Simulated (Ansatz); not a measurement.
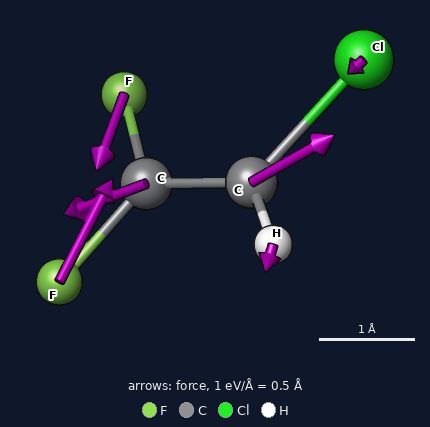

Starting geometry of C2HClF2 (coarse preliminary run) with the computed forces as purple arrows. Style: ball-and-stick. Shown from a free direction.

The start comes from a force field.

Level of theory: RKS PBE-D4/def2-SVP (Ansatz 0.2.0). (force threshold 0.03 eV/Å; at most 200 steps)

Is this structure relaxed? If not, where do the atoms go?

It isn't relaxed: the largest force vector, on an F atom, is 2.61 eV/Å. The final displacements follow the starting forces only in part (cosine between the two patterns 0.67). After 6 geometry steps the energy has fallen by 27.5 kJ/mol. The largest force component goes from 2.3 to 0.017 eV/Å. The atom that moves furthest after the best rigid fit is an F atom (0.11 Å). Largest moves by element: F 0.11 Å, C 0.07 Å, H 0.06 Å, Cl 0.02 Å. Among the contacts that change: C–F 1.391 → 1.325 Å, C–F 1.357 → 1.319 Å, C–Cl 1.755 → 1.725 Å, C–C 1.317 → 1.344 Å. Among the angles between lasting bonds that change: F–C–F 118.8° → 111.7°, Cl–C–H 111.1° → 117.6°, C–C–H 125.9° → 120.1°. Cost: 5 s on 4 threads of Intel Xeon Platinum 8488C (shared host).
